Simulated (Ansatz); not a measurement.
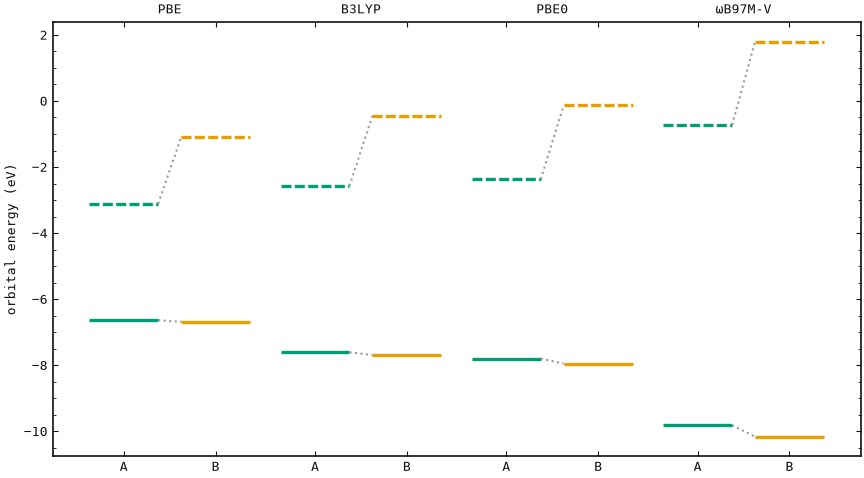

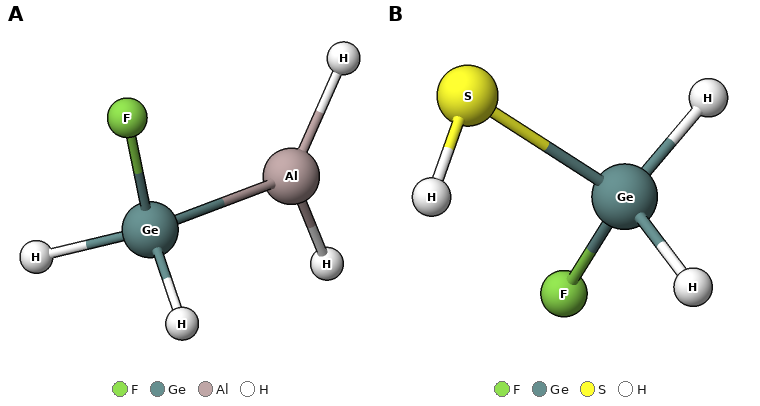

One change: A, AlGeH₄F (SMILES [F][GeH2][AlH2]), becomes B, GeH₃SF (SMILES [F][GeH2][SH]). AlH₂ on Ge is replaced by SH. HOMO (solid) and LUMO (dashed) computed in def2-TZVPP at PBE0-D4/def2-TZVP geometries, both minima by their frequencies, gas phase, the Ansatz code. Empty levels above zero depend strongly on the basis.

Question: What does the change do to HOMO and LUMO?

Answer: PBE: the HOMO falls by 0.05 eV, the LUMO rises by 2.01 eV, and the separation goes from 3.53 to 5.58 eV. B3LYP: the HOMO falls by 0.08 eV, the LUMO rises by 2.12 eV, and the separation goes from 5.04 to 7.24 eV. PBE0: the HOMO falls by 0.15 eV, the LUMO rises by 2.24 eV, and the separation goes from 5.43 to 7.83 eV. ωB97M-V: the HOMO falls by 0.35 eV, the LUMO rises by 2.52 eV, and the separation goes from 9.09 to 11.96 eV.

Question: Do the functionals agree on the effect?

Answer: They agree on the direction for both levels; the HOMO shift lies between −0.35 and −0.05 eV and the LUMO shift between 2.01 and 2.52 eV, while the separations themselves differ by up to 6.4 eV between functionals.
